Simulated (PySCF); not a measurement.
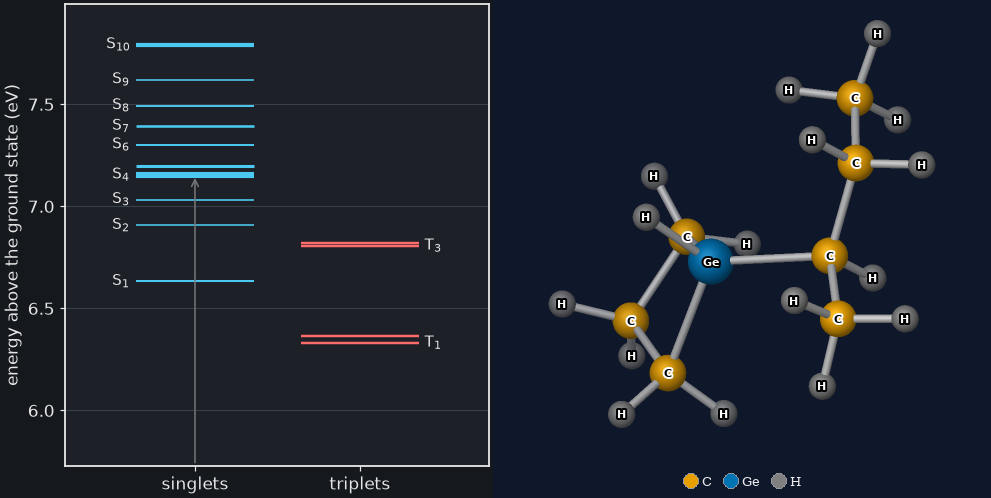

State diagram of C₇H₁₆Ge, SMILES CC[C@@H](C)[GeH]1[CH2]C[CH2]1, singlet. Vertical TDDFT excitations, PBE0/def2-SVPD, PySCF, at a PBE0-D3(BJ)/def2-SVP geometry (no frequency check), gas phase. Triplets in the Tamm-Dancoff approximation; only the lowest 10 singlets and 4 triplets were computed. Thicker singlet lines are brighter; the arrow marks the brightest. S0, at zero, lies below the range drawn.

> How many of the triplet levels drawn lie below S1?

2 of 4 (T1 6.33 eV, T2 6.37 eV, T3 6.80 eV, T4 6.82 eV; S1 6.63 eV).

> What is the vertical gap between S1 and T1?

0.30 eV: S1 at 6.63 eV, T1 at 6.33 eV.

> What character does the calculation give T1?

Mainly HOMO → LUMO (71 %) (T2 lies within 0.06 eV, too close to order).

Known limits of this run: states above the negative HOMO energy depend on the basis; one conformer of a flexible molecule; core orbitals are frozen in the response.
